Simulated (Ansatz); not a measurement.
```xyz
8

O    -0.9808    1.1137   -0.9134
C    -0.1568    0.5305    0.4037
Si    0.4555   -1.1452    0.0156
H    -1.2554    0.3599   -1.4578
H    -0.8941    0.7273    1.1668
H    -0.3410    1.6262   -1.4178
H     0.8745   -1.6875    1.3346
H     1.6963   -1.0499   -0.8120
```

Level of theory: UKS BHLYP-D4/6-31G* in Ansatz.

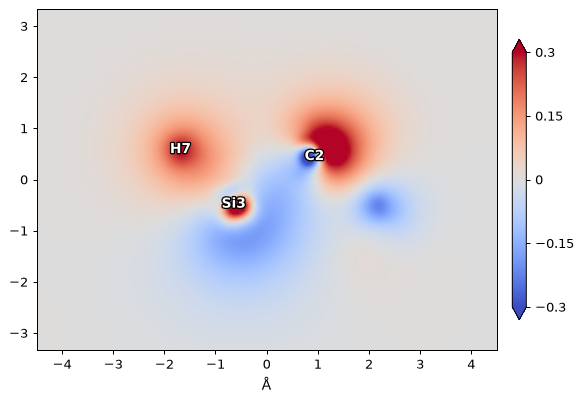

CH$_{5}$OSi (doublet). The HOMO−1 (α) on the plane of atoms C2, Si3 and H7 (values in Å⁻³ᐟ²; the overall sign is arbitrary).

Question: Where does this orbital lie, and at what energy?

Answer: Its weight (Hirshfeld) is mainly on C2 (about 55 %) and Si3 (about 30 %). Its energy is −8.16 eV.
